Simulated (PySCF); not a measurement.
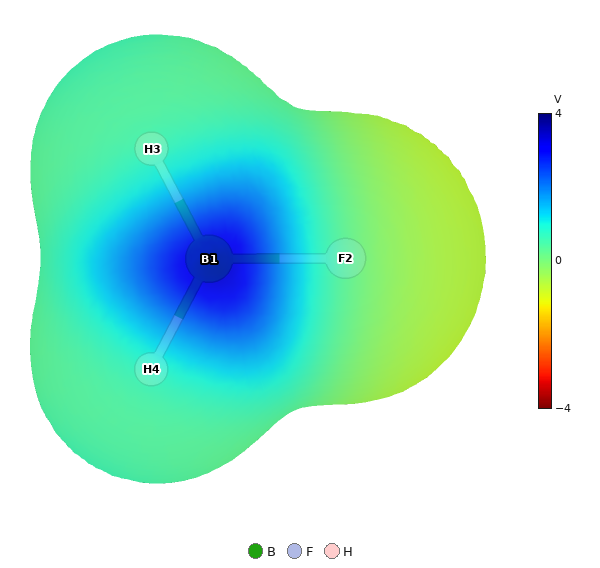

Figure 1: BFH2. The electrostatic potential painted on the density surface at 0.004 e/bohr³, seen across its widest extent; red is negative and blue positive.

Geometry: PBE0-D3(BJ)/ma-def2-SVP.

All numbers below come from PySCF 2.14.0, density-fitted response routines, DFT single point, gas phase, functional wB97X.

```yaml
atoms:
  - { symbol: B, position_ang: [-0.0393, 0.0099, -0.0138] }
  - { symbol: F, position_ang: [1.2537, -0.1424, -0.2389] }
  - { symbol: H, position_ang: [-0.4569, 1.1367, 0.1144] }
  - { symbol: H, position_ang: [-0.7193, -0.9871, 0.0458] }
```

Q: Which sites attract a positive test charge, and which a negative one?

A: A positive charge is drawn to the negative regions and a negative charge to the positive ones. The most negative region (about −0.7 V, or −16 kcal/mol for a unit charge) lies over F2, the most positive (about +3.3 V, or +76 kcal/mol for a unit charge) over B1.

Q: What dipole moment does the calculation give?

A: Its dipole moment is 0.79 D.
